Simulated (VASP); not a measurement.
Band structure of SnO (litharge). Computed with vdW-DF2, VASP's PBE PAW potentials (set 64) (plane waves; VASP).

Unless said otherwise, spin-orbit coupling is left out, though it shifts the bands of the heavy elements here.

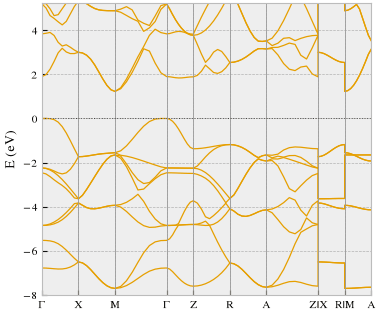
Fig. 1. Bands along high-symmetry lines, zero at the valence-band maximum or, without a gap, the Fermi level

### Question
Read the plot: is there a gap, and where are the band edges?

### Answer
The gap is indirect, 1.23 eV, from the valence maximum at Γ-X at 0.11 to the conduction minimum at M. (Edges off the drawn lines would not show.)

Measured: gap 0.70 eV (computed value off by +0.53 eV), as given by David Waroquiers et al., Physical Review B (2013), arXiv:1302.6756.

The compound is SnO in the litharge structure. It was relaxed first, which changed the volume by +22 %.
